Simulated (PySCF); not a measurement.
SMILES [O]=[W]([Cl])([Cl])([Cl])[Cl], singlet at its PBE0/def2-SVP optimised geometry (Å):

```
6

W     -0.1313    -0.1252     0.0000
O     -0.5296    -0.5029     1.5751
Cl    -2.1684     0.1235    -1.0380
Cl     2.1684    -0.1252     0.0000
Cl     0.0018    -2.1708    -1.0426
Cl     0.0001     2.1708     0.0000
```

Calculation: PBE0/def2-TZVP, def2 effective core potentials past Kr (PySCF). The core electrons that the potentials of W replace are not part of the density.

Map of the deformation density (molecule minus spherical neutral atoms) (e/bohr³) on the plane z = 0.6 Å:

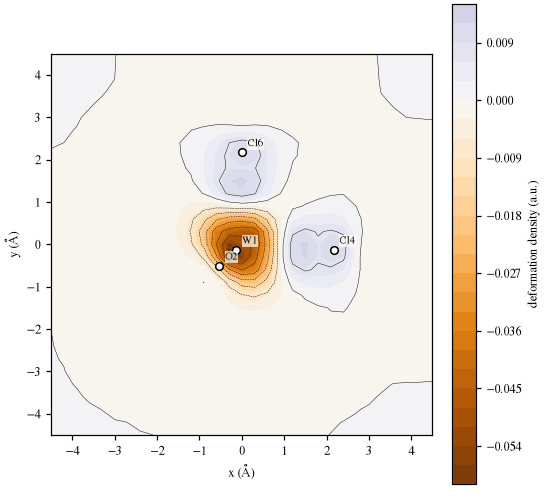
Figure: Deformation density (molecule minus spherical neutral atoms) (e/bohr³) on the plane z = 0.6 Å.
